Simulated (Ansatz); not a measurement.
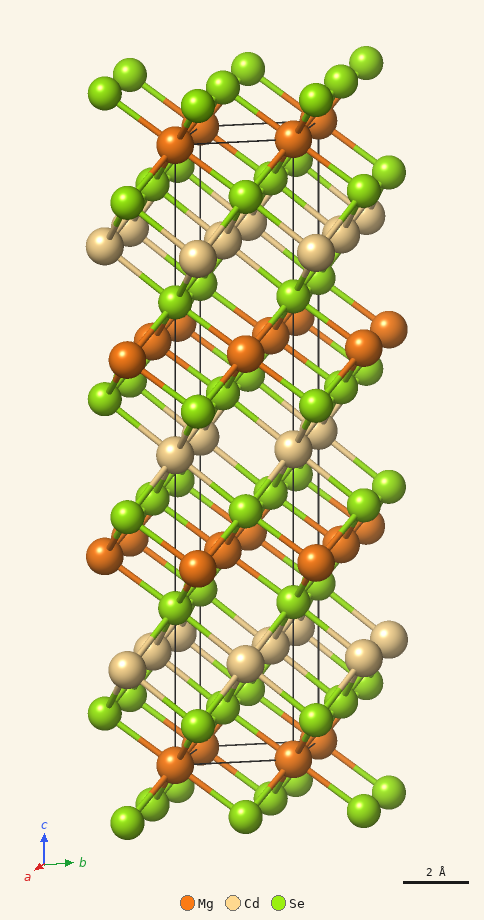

View slightly off an axis, drawn as a ball-and-stick model. Thin lines show the conventional unit cell, with boundary atoms drawn in all their periodic places. Bonded neighbours in the next cells are drawn too.

MgCdSe2, α-NaFeO₂ type, space group R-3m (No. 166), a = 3.887 Å, b = 3.887 Å, c = 19.582 Å, α = 90.00°, β = 90.00°, γ = 120.00°. It goes back to a structure type filled with these elements by a generator (whether the compound takes this form wasn't checked). The cell was then strained or its atoms displaced on purpose. An electronic-structure calculation with Ansatz was run on it.

This one geometry was computed with Ansatz (DFT, plane waves, PAW) at three levels of theory: r2SCAN, HSE06 and PBE. It was relaxed with r2SCAN and then strained.

Question: Which level gives the highest pressure at this volume, and what does that say about its equilibrium volume?

Answer: Highest: PBE (3.0 GPa), which points to the largest equilibrium volume. Lowest, with the smallest volume: r2SCAN (1.5 GPa) and HSE06 (1.3 GPa). Levels within 0.5 GPa of each other can't be told apart.

Question: How does the band gap change with the level of theory?

Answer: PBE: a gap of 0.54 eV, indirect; r2SCAN: a gap of 1.08 eV, indirect; HSE06: a gap of 1.38 eV, indirect.

Question: Collect the results in a table.

Answer:
| level | cutoff (eV) | k-mesh of the run's cell | gap (eV) | pressure (GPa) |
| --- | --- | --- | --- | --- |
| r2SCAN | 500 | 8×8×8 | 1.08 | 1.5 |
| HSE06 | 420 | 6×6×6 | 1.38 | 1.3 |
| PBE | 420 | 8×8×8 | 0.54 | 3.0 |

Gaps are taken on the k-mesh or band path of each run.
